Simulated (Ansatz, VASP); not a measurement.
# AlIn: VASP beside Ansatz

Wanted: the spread between two codes on one cell, functional and k mesh. The cell is invented: As first built, before any earlier steps moved the atoms: it takes the Al structure with some of its atoms replaced by other elements, volume scaled by an estimate. It may not be a known or stable phase. The cell comes out of the VASP series on this material, whose earlier steps may have relaxed, scaled or displaced it; both programs get it as it stands.

Main program and level: Ansatz 0.2.0; plane waves, with VASP 6.6.1 beside it; band structure at PBE with D3(BJ), single point at PBE with D3(BJ) and band structure at PBE with D3(BJ), spin-orbit coupling.

## Step 1: Set-up

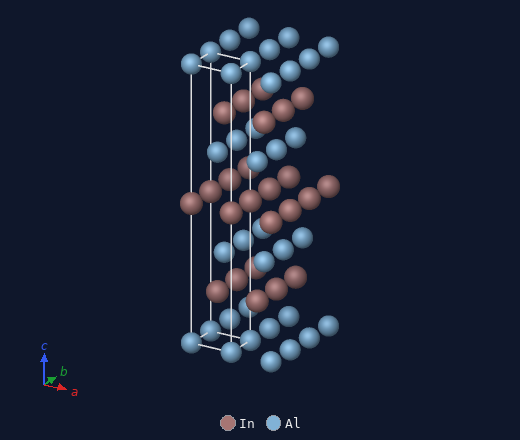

The cell as given, slightly off an axis (indium brown, aluminium light blue). 2×3×1 cells are drawn. This picture shows the conventional cell, with its axes. Some periodic images of atoms are drawn too.

## Step 2: VASP: band structure, PBE with D3(BJ)

The same path points are solved in both programs, so levels can be compared one by one.

Lines of VASP's logs that name or quote its potential files are left out, and so is its time.

Input file INCAR:

```
SYSTEM = AlIn
PREC = Accurate
ENCUT = 400
EDIFF = 1E-06
NELM = 100
ISMEAR = 1
SIGMA = 0.2
LREAL = .FALSE.
ALGO = Normal
GGA = PE
IVDW = 12
NBANDS = 20
LORBIT = 11
LWAVE = .FALSE.
LCHARG = .FALSE.
```

Input file POSCAR:

```
AlIn
1.0
    1.5700117919      0.9064465109      4.9610481881
   -1.5700117919      0.9064465109      4.9610481881
    0.0000000000     -1.8128930218      4.9610481881
In Al
1 1
Direct
    0.5000000000      0.5000000000      0.5000000000
    0.0000000000      0.0000000000      0.0000000000
```

Input file KPOINTS:

```
Automatic mesh
0
Gamma
7 7 7
0 0 0
```

Input file KPOINTS_OPT:

```
Line mode
16
Line-mode
Reciprocal
  0.00000000   0.00000000   0.00000000 GAMMA
  0.50000000   0.00000000   0.00000000 L

  0.50000000   0.00000000   0.00000000 L
  0.50000000   0.18892262  -0.18892262 B1

  0.81107738   0.50000000   0.18892262 B
  0.50000000   0.50000000   0.50000000 Z

  0.50000000   0.50000000   0.50000000 Z
  0.00000000   0.00000000   0.00000000 GAMMA

  0.00000000   0.00000000   0.00000000 GAMMA
  0.34446131   0.00000000  -0.34446131 X

  0.65553869   0.34446131   0.00000000 Q
  0.50000000   0.50000000   0.00000000 F

  0.50000000   0.50000000   0.00000000 F
  0.65553869   0.65553869   0.18892262 P1

  0.65553869   0.65553869   0.18892262 P1
  0.50000000   0.50000000   0.50000000 Z

  0.50000000   0.00000000   0.00000000 L
  0.81107738   0.34446131   0.34446131 P
```

PAW data sets: In_d and Al (PBE family, release 64).

Run with:

```bash
$ mpirun -np 1 vasp_std
```

Numbers of over 12 decimals in the logs are rounded to 6 here.

Output:

```text
[banner, memory and clock lines left out]
running    1 mpi-ranks, on    1 nodes
 distrk:  each k-point on    1 cores,    1 groups
 distr:  one band on    1 cores,    1 groups

 POSCAR found type information on POSCAR InAl
 POSCAR found :  2 types and       2 ions
 LDA part: xc-table for (Slater+PW92), standard interpolation
 POSCAR, INCAR and KPOINTS ok, starting setup
 FFT: planning ... GRIDC
 FFT: planning ... GRID_SOFT
 FFT: planning ... GRID
 WAVECAR not read
 entering main loop
       N       E                     dE             d eps       ncg     rms          rms(c)
DAV:   1     0.968882660294E+02    0.96888E+02   -0.55560E+03  1836   0.754E+02
DAV:   2     0.200208265716E+00   -0.96688E+02   -0.89186E+02  1904   0.229E+02
DAV:   3    -0.587460666397E+01   -0.60748E+01   -0.60175E+01  2192   0.534E+01
DAV:   4    -0.601989707328E+01   -0.14529E+00   -0.14515E+00  2164   0.783E+00
DAV:   5    -0.602625889037E+01   -0.63618E-02   -0.63611E-02  2444   0.165E+00    0.365E+00
DAV:   6    -0.596170375344E+01    0.64555E-01   -0.72836E-02  2424   0.431E+00    0.195E+00
DAV:   7    -0.594737430809E+01    0.14329E-01   -0.21200E-02  2532   0.174E+00    0.345E-01
DAV:   8    -0.594597900808E+01    0.13953E-02   -0.16272E-03  2512   0.407E-01    0.168E-01
DAV:   9    -0.594572125516E+01    0.25775E-03   -0.21379E-04  1968   0.100E-01    0.343E-02
DAV:  10    -0.594572223505E+01   -0.97990E-06   -0.11817E-05  2412   0.205E-02    0.147E-02
DAV:  11    -0.594572245678E+01   -0.22172E-06   -0.78542E-07  1308   0.941E-03
   1 F= -.66177041E+01 E0= -.66165133E+01  d E =-.357250E-02
 Start KPOINTS_OPT (optional k-point list driver)
k-point batch [1-44\144]
       N       E                     dE             ncg
DAV:   1     0.258869205320E+04   -0.16455E+05     1840
DAV:   2    -0.158345949075E+04   -0.41722E+04     1892
DAV:   3    -0.186325242816E+04   -0.27979E+03     2208
DAV:   4    -0.187011256828E+04   -0.68601E+01     2204
DAV:   5    -0.187044874479E+04   -0.33618E+00     2496
DAV:   6    -0.187045585960E+04   -0.71148E-02     2300
DAV:   7    -0.187045592404E+04   -0.64444E-04     2496
DAV:   8    -0.187045592451E+04   -0.47363E-06     1820
[...]
k-point batch [133-144\144]
       N       E                     dE             ncg
DAV:   1     0.150395676612E+05   -0.62817E+04      496
DAV:   2     0.139639808552E+05   -0.10756E+04      488
DAV:   3     0.138950151738E+05   -0.68966E+02      556
DAV:   4     0.138933079916E+05   -0.17072E+01      576
DAV:   5     0.138932294974E+05   -0.78494E-01      656
DAV:   6     0.138932274523E+05   -0.20451E-02      656
DAV:   7     0.138932274357E+05   -0.16642E-04      652
DAV:   8     0.138932274356E+05   -0.15118E-06      492
```

OUTCAR, selected parts (step 2):

```text
ion  position               nearest neighbor table
   1  0.500  0.500  0.500-   2 3.07   2 3.07   2 3.07   2 3.07   2 3.07   2 3.07
   2  0.000  0.000  0.000-   1 3.07   1 3.07   1 3.07   1 3.07   1 3.07   1 3.07

  LATTYP: Found a trigonal (rhomboedric) cell.
 ALAT       =     5.2819107744
 COS(alpha) =     0.8232930206

 Subroutine GETGRP returns: Found 12 space group operations
 (whereof 12 operations were pure point group operations)

The static configuration has the point symmetry D_3d.

 Found     44 irreducible k-points:

   k-points           NKPTS =     44   k-points in BZ     NKDIM =     44   number of bands    NBANDS=     20

   dimension x,y,z NGX =    36 NGY =   36 NGZ =   36
   dimension x,y,z NGXF=    72 NGYF=   72 NGZF=   72

   ENCUT  =  400.0 eV  29.40 Ry    5.42 a.u.   8.61  8.61  8.61*2*pi/ulx,y,z

   NELECT =      16.0000    total number of electrons

 k-points in reciprocal lattice and weights: Automatic mesh
   0.00000000  0.00000000  0.00000000       0.003
   0.14285714 -0.00000000  0.00000000       0.017
   0.28571429 -0.00000000  0.00000000       0.017
   0.42857143 -0.00000000  0.00000000       0.017
   0.14285714  0.14285714  0.00000000       0.017
   0.28571429  0.14285714  0.00000000       0.035
   0.42857143  0.14285714 -0.00000000       0.035
  -0.42857143  0.14285714 -0.00000000       0.035
  -0.28571429  0.14285714 -0.00000000       0.035
[...]
0.42857143  0.42857143  0.42857143       0.006
  -0.42857143  0.42857143  0.42857143       0.017

 average (electrostatic) potential at core
       1 -93.4926       2 -73.0514

 E-fermi :   7.8571

 k-point     1 :       0.0000    0.0000    0.0000
  band No.  band energies     occupation
    ...
      4      -6.5586      2.00000
      5      -6.5586      2.00000
      6      -2.4648      2.00000
      7       4.0362      2.00000
      8       4.0893      2.00000
      9      16.6590      0.00000
     10      16.6590      0.00000
     11      18.7136      0.00000
     12      18.7136      0.00000
     13      19.3133      0.00000
    ...

 k-point     2 :       0.1429   -0.0000    0.0000
  band No.  band energies     occupation
    ...
      4      -6.6233      2.00000
      5      -6.5714      2.00000
      6      -2.0165      2.00000
      7       3.8989      2.00000
      8       5.1044      2.00000
      9      13.1794      0.00000
     10      15.4106      0.00000
     11      15.9978      0.00000
     12      17.1167      0.00000
     13      17.5338      0.00000
    ...

 k-point     3 :       0.2857   -0.0000    0.0000
  band No.  band energies     occupation
    ...
      4      -6.6027      2.00000
      5      -6.5768      2.00000
      6      -0.6497      2.00000
      7       4.6001      2.00000
      8       6.9613      2.00000
      9       8.8115     -0.00000
     10      11.9765      0.00000
     11      14.1810      0.00000
     12      15.3510      0.00000
     13      15.6556      0.00000
    ...

 Edisp (eV)   -0.67198

  Total       0.01653     0.01653    -0.00520    -0.00000     0.00000     0.00000
  in kB       0.62501     0.62501    -0.19651    -0.00000     0.00000     0.00000
  external pressure =        0.35 kB  Pullay stress =        0.00 kB

  energy-cutoff  :      400.00
  volume of cell :       42.36
      direct lattice vectors                 reciprocal lattice vectors
     1.570011792  0.906446511  4.961048188     0.318468946  0.183868176  0.067190102
    -1.570011792  0.906446511  4.961048188    -0.318468946  0.183868176  0.067190102
     0.000000000 -1.812893022  4.961048188     0.000000000 -0.367736352  0.067190102

 POSITION                                       TOTAL-FORCE (eV/Angst)
 -----------------------------------------------------------------------------------
      0.00000      0.00000      7.44157        -0.000000      0.000000      0.000000
      0.00000      0.00000      0.00000         0.000000     -0.000000     -0.000000
 -----------------------------------------------------------------------------------
    total drift:                                0.000000     -0.000000      0.000000

  FREE ENERGIE OF THE ION-ELECTRON SYSTEM (eV)
  ---------------------------------------------------
  free  energy   TOTEN  =        -6.6177041421 eV

  energy  without entropy=       -6.6141316406  energy(sigma->0) =       -6.61651331

 total charge
# of ion       s       p       d       tot
------------------------------------------
    1        0.955   0.630   9.868  11.453
    2        0.479   0.259   0.000   0.737
--------------------------------------------------
tot          1.434   0.888   9.868  12.191

[... 3 further parts left out ...]
```

The run ends at a pressure of 0.04 GPa.

## Step 3: Ansatz: band structure, PBE with D3(BJ)

Ansatz runs on its default PAW (the set named soft_2) files.

The same cell, functional, mesh and smearing now go to Ansatz, which takes its cutoff from its data sets.

Input file input.yaml:

```yaml
crystal:
  lattice:
    - [1.5700117919, 0.9064465109, 4.9610481881]
    - [-1.5700117919, 0.9064465109, 4.9610481881]
    - [0.0, -1.8128930218, 4.9610481881]
  atoms:
    - { symbol: In, position: [0.5, 0.5, 0.5] }
    - { symbol: Al, position: [0.0, 0.0, 0.0] }
hamiltonian:
  xc: pbe
  pseudopotentials: { kind: paw }
  dispersion: d3bj
kpoints:
  mp_grid: { grid: [7, 7, 7] }
  band_path:
    path:
      - [0.0, 0.0, 0.0]
      - [0.13333, 0.0, 0.0]
      - [0.3, 0.0, 0.0]
      - [0.46667, 0.0, 0.0]
      - [0.5, 0.03778, -0.03778]
      - [0.5, 0.10076, -0.10076]
      - [0.5, 0.16373, -0.16373]
      - [0.7696, 0.5, 0.2304]
      - [0.66591, 0.5, 0.33409]
      - [0.56222, 0.5, 0.43778]
      - [0.46667, 0.46667, 0.46667]
      - [0.3, 0.3, 0.3]
      - [0.13333, 0.13333, 0.13333]
      - [0.0, 0.0, 0.0]
      - [0.11482, 0.0, -0.11482]
      - [0.20668, 0.0, -0.20668]
      - [0.3215, 0.0, -0.3215]
      - [0.62443, 0.37557, 0.0]
      - [0.57258, 0.42742, 0.0]
      - [0.52074, 0.47926, 0.0]
      - [0.52074, 0.52074, 0.02519]
      - [0.57258, 0.57258, 0.08816]
      - [0.62443, 0.62443, 0.15114]
      - [0.64517, 0.64517, 0.20966]
      - [0.59332, 0.59332, 0.31335]
      - [0.54148, 0.54148, 0.41705]
      - [0.5, 0.0, 0.0]
      - [0.60369, 0.11482, 0.11482]
      - [0.70738, 0.22964, 0.22964]
      - [0.81108, 0.34446, 0.34446]
    npoints: 1
scf:
  occupations: { method: methfessel_paxton, width: 0.2 }
  n_extra_bands: 7
output:
  forces: true
  stress: true
  eigenvalues: true
```

Run with:

```bash
$ ansatz run input.yaml --threads 2 --pin off --max-ram 4608MiB --backend cpu --events-out ev --progress --plain --runs-dir out
```

Output:

```text
basis.fft_grid_basis auto: the FFT boxes are laid along the combinations [[1, 0, -1], [0, 1, -1], [0, 0, 1]] of the cell's own vectors, 3.140, 3.140 and 5.282 Å long. The dense box has 24×24×36 points. Along the cell's own vectors, as sized, it would have 36×36×36, 2.25 times as many. Of the 12 symmetry operations that the crystal satisfies within crystal.symmetry.tolerance (time reversal apart; of a slab, those that [...]
scf.n_extra_bands = 7 over 8 filled bands (N_el = 16.0): the run solves 15 bands
Engine: ansatz 0.2.0, aarch64-unknown-linux-gnu
Pseudopotentials: kind: paw
Pseudopotential: In, paw, valence charge 13, recommended cutoff 420 eV (normal), In.paw.azcp
Pseudopotential: Al, paw, valence charge 3, recommended cutoff 420 eV (normal), Al.paw.azcp
Functional definition: PBE
  parameter kappa = 0.804
  parameter beta = 0.066725
  exchange = pbe_x(kappa = kappa, mu = beta*pi^2/3)
  correlation = pbe_c(beta = beta)
Crystal: 2 atoms, lattice volume = 42.361 Å³
Basis set: ecut = 420 eV, 833 PW (Γ), FFT grids on a1−a3, a2−a3, a3, exchange–correlation on 48×48×72 points (8 copies of the dense FFT grid, shifted against one another)
Bands: 15, of which v1, the nominal top of the filled ones, is band 8 counted from 1 (7 counted from 0)
Symmetry: 12 space group operations
Space group: R-3m (ITA 166), of the structure as read, at distance tolerance 3.5e-5 Å
k-points: 44 of 343
Non-local potential: In, projectors of the file, l = 0: 2, l = 1: 2, l = 2: 2, l = 3: 2
Non-local potential: Al, projectors of the file, l = 0: 2, l = 1: 2, l = 2: 1
PAW form: soft (Blöchl's): semilocal exchange-correlation on the pseudo side does not see the compensation charge
PAW one-centre angular grid: In, 590 points (default); XC on 64 Gauss nodes
PAW one-centre angular grid: Al, 110 points (default); XC on 64 Gauss nodes
Initial density: superposition of atomic densities (neutral atoms: chi_scale 0, normalization atom), corrected by the library's trained network
Initial wavefunctions: pseudopotential atomic-orbital guess
Functional: x = pbe(κ = 0.804, μ = 0.219515), c = pbe(β = 0.066725)
SCF iter   1: F=—  HF=-6135.662112 eV  |F-HF|=—  |Δ(HF+E_count)|=         —  Δρ=1.54e-3  dr2=3.70e-3  ethr=1.77e-3  ⟨swp⟩=5.2  Hψ=3645  notcnv=0
preconditioner: auto → none  [metal: Δε(μ)=0.060 eV  Ē_g=17.198 eV  σ=0.200 eV  W_gap=0.25  n_scr=2 (ndim 8)  ℏωp=22.8 eV  f_vac=0.000  D(μ)=1.00/eV (n_scr^D=2)  sad-step TF]
SCF iter   2: F=—  HF=-6135.660886 eV  |F-HF|=—  |Δ(HF+E_count)|=   1.23e-3  S|Δr|=    0.00e0  Δρ=8.67e-4  dr2=1.13e-3  ethr=2.31e-5  ⟨swp⟩=2.2  Hψ=1269  notcnv=0
SCF iter   3: F=—  HF=-6135.660651 eV  |F-HF|=—  |Δ(HF+E_count)|=   2.36e-4  S|Δr|=    0.00e0  Δρ=5.92e-4  dr2=2.20e-4  ethr=7.09e-6  ⟨swp⟩=2.5  Hψ=830  notcnv=0
SCF iter   4: F=—  HF=-6135.660576 eV  |F-HF|=—  |Δ(HF+E_count)|=   7.49e-5  S|Δr|=    0.00e0  Δρ=1.30e-4  dr2=5.40e-6  ethr=1.38e-6  ⟨swp⟩=2.6  Hψ=887  notcnv=0
SCF iter   5: F=—  HF=-6135.660581 eV  |F-HF|=—  |Δ(HF+E_count)|=   5.35e-6  S|Δr|=    0.00e0  Δρ=1.48e-5  dr2=1.72e-7  ethr=3.38e-8  ⟨swp⟩=2.4  Hψ=894  notcnv=0
SCF iter   6: F=-6135.660581 eV  HF=-6135.660581 eV  |F-HF|=1.40e-8  |Δ(HF+E_count)|=   4.91e-8  S|Δr|=    0.00e0  Δρ=7.75e-6  dr2=1.51e-8  ethr=6.25e-10  ⟨swp⟩=8.0  Hψ=2921  notcnv=0
SCF 1 converged in 6 iterations: F = -6135.660581 eV  dr2 = 1.51e-8
  greatest PAW one-centre occupation: 0.981 electrons in one spin orbital (limit 2), on the In atom at site 0 (counted from 0), in its partial waves of l = 2
NSCF: frozen V_eff on 30 k-points
SCF converged after 6 iterations
Stability not checked: this state was not tested for a lower state beside it, because cold or Methfessel-Paxton smearing, or corrected tetrahedra, fill the levels in a way that the test cannot read (fill_not_monotonic; see scf.lower_state_search)
Free energy (F): -6135.660581 eV
Harris-Foulkes:  -6135.660581 eV  (|F-HF|=1.40e-8)
Internal energy: -6135.657005 eV  (E = F + TS)
E sigma→0 (E₀):  -6135.659687 eV
Entropy (-TS):   -0.003576 eV (-1.788 meV/atom)
Fermi energy:    9.515563 eV
--- Per-component energies (eV) ---
  E_band       = -17.871545
  E_kinetic    = 263.763903
  E_local      = -1345.791327  (includes V_loc(G=0)·N_el)
  E_nonlocal   = 376.942877
  E_hartree    = 559.817282
  E_xc         = -255.309746
  E_vxc        = -128.513224  (∫ρ·V_xc dr)
  E_paw        = -4620.186686  (= ΣΔE_a)
  E_vpaw       = -303.913118  (= ΣTr[D̂ρ^β])
  E_aug_tail   = 0.000024  (compensation charges beyond the density's cutoff)
  E_ewald      = -1114.221145
  E_disp       = -0.672187  (pairwise vdW)
  E_smearing   = -0.003576  (= −TS)
  E_closure    = 0.000000  (closes the sum)
  Σ components = -6135.660581   (vs F -6135.660581, Δ=0.00e0)
--- Forces (eV/Å), atoms counted from 1 ---
  atom   1  In     0.00000000     0.00000000    -0.00000000
  atom   2  Al    -0.00000000     0.00000000     0.00000000
  max |Σ_I F_I| component: 6.68e-29 eV/Å
--- Stress (GPa, compression-positive) ---
        0.100324       0.000000       0.000000
        0.000000       0.100324       0.000000
        0.000000       0.000000       0.029830
  P = ⅓ Tr σ = 0.0768 GPa (0.768 kbar)
--- Band table (eV; the first three rows and the last of 44) ---
  k-point 0: bands = [... 4 lower, -4.9018, -0.8041, 5.6963, 5.7483, 18.3204, 18.3204, 20.3161, 20.3161, ... 3 higher]
  k-point 1: bands = [... 4 lower, -4.9147, -0.3558, 5.5585, 6.7636, 14.8349, 17.0660, 17.6484, 18.7498, ... 3 higher]
  k-point 2: bands = [... 4 lower, -4.9192, 1.0107, 6.2595, 8.6201, 10.4698, 13.6325, 15.8385, 17.0027, ... 3 higher]
  k-point 43: bands = [... 4 lower, -4.9136, 0.8749, 1.7074, 13.2601, 14.1667, 14.7323, 16.6259, 18.1188, ... 3 higher]
```

The job ended after 1.6 s (2 threads of Arm Neoverse V1, shared host; peak memory 0.3 GiB).

Reading the cycles: dr2 is the Hartree energy of the density residual (eV), the measure of convergence; HF is the Harris–Foulkes estimate of the energy, which meets the free energy F at convergence.

## Step 4: Comparison

Known differences besides the PAW data sets themselves: the cutoff is 420 eV in Ansatz and 400 eV in VASP; VASP leaves aspherical gradient terms in its spheres out (LASPH is not set), Ansatz keeps them. Total energies have different zeros and are not compared.

Compared:

| quantity | Ansatz | VASP | difference |
| --- | --- | --- | --- |
| pressure (GPa) | 0.08 | 0.04 | +0.04 |

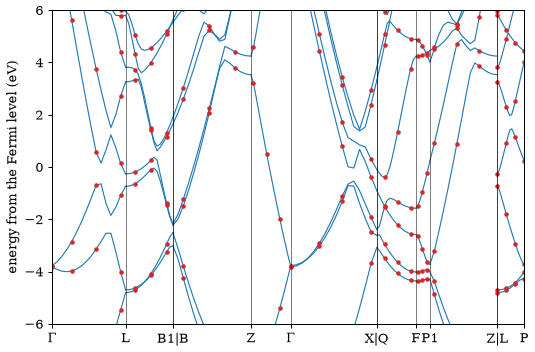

Bands from VASP (lines) and levels from Ansatz (dots). Dots without a line are higher empty bands that the VASP plot leaves out.

Levels from 3 eV below to 2 eV above the Fermi level differ by 1 meV r.m.s. and 2 meV at most; each VASP level is matched to the nearest of Ansatz, which flatters the figure a little. Ansatz's pressure holds a Pulay correction of 0.05 GPa; VASP's holds none.

[end of part 1 of 2]

[Lines on the potential files, build, host, timing and source positions are cut from VASP's logs without a mark.]

[Logs are printed without paths, hosts, clocks, repeated set-up lines and the standing remarks that a program may print on its own settings, such as how far it seeks lower states.]

[Hosts, paths, dates, database ids (printed as entryN), source tags and the programs' standing remarks are cut or masked in the printed files.]
